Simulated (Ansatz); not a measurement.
# Cl···CH$_{3}$···Cl (charge −1): what the fields show

Input file:

```
crystal:
  periodic: [false, false, false]
  atoms:
    - {symbol: Cl, position_ang: [-1.502469, -0.209385, 1.733719]}
    - {symbol: C, position_ang: [-0.000083, -0.000011, 0.000096]}
    - {symbol: Cl, position_ang: [1.502224, 0.209352, -1.733438]}
    - {symbol: H, position_ang: [-0.385117, -0.897387, -0.442357]}
    - {symbol: H, position_ang: [0.812415, -0.052139, 0.697542]}
    - {symbol: H, position_ang: [-0.426970, 0.949570, -0.255563]}
basis:
  gaussian: {orbitals: "def2-TZVPPD.json"}
total_charge: -1
hamiltonian: {xc: pbe0, dispersion: d4}
output: {orbitals: {seedname: orbitals}}
```

Launched as:

```sh
ansatz run in.yaml --threads 2 --pin off --events-out ev --progress --plain --max-ram 4352MiB
```

A transition-state structure; geometry: PBE0-D4/def2-TZVP.

Computed with RKS PBE0-D4/def2-TZVPPD (Ansatz 0.2.0).

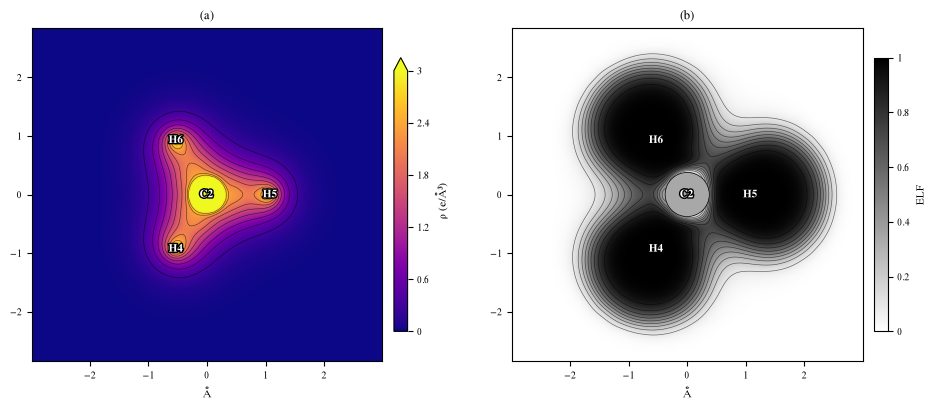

Figure 1. (a) electron density; (b) electron localisation function on the plane of atoms H4, C2 and H5. Grey discs cover the atomic cores in the ELF map.

### What do the fields say about this system?

The plane passes through C and H nuclei.
C–H (1.07 Å): the density is about 2.2 e/Å³ at the midpoint; the ELF climbs to about 1 towards the hydrogen, as it does in any bond to H (an ordinary covalent bond to hydrogen).

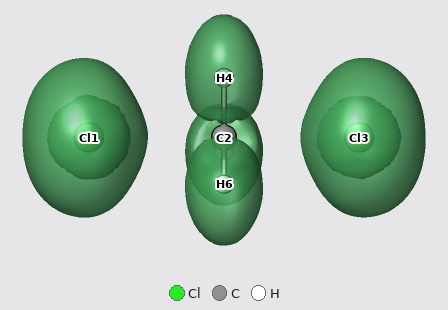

Figure 2. Isosurface of the ELF at 0.75 (green), seen from one side. Core shells and regions of very low density are left out.

### Describe the localisation domains.

The surface consists of three regions around hydrogen nuclei and two regions wrapped around Cl (the valence shell of each). Profiles from the grid: C2···Cl3 (2.30 Å): the ELF peaks at about 0.85 in the valence shell of Cl, 0.8 Å from its nucleus, and is about 0.55 at the midpoint.

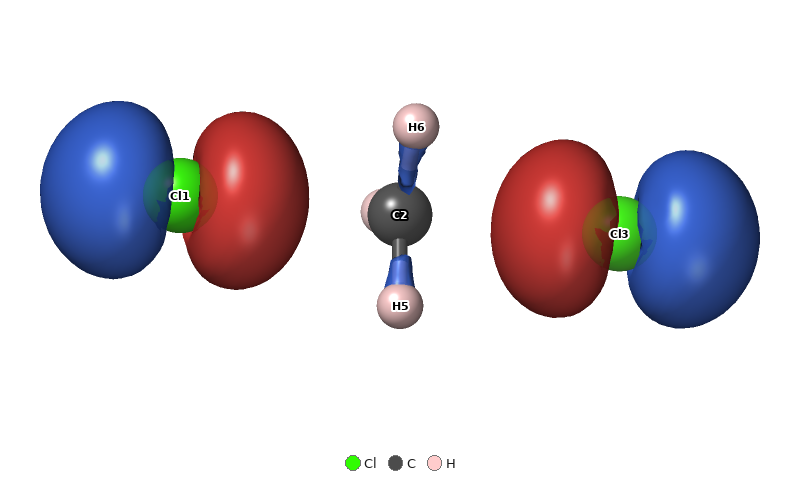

Figure 3. The HOMO at ±0.15 Å⁻³ᐟ² (blue and red are the two phases), seen at a tilt.

### What is the character of this orbital?

By Hirshfeld shares it lies mainly on Cl1 (about 45 %) and Cl3 (about 45 %); largely a combination of lone pairs on Cl1 and Cl3. Its energy is −2.68 eV.
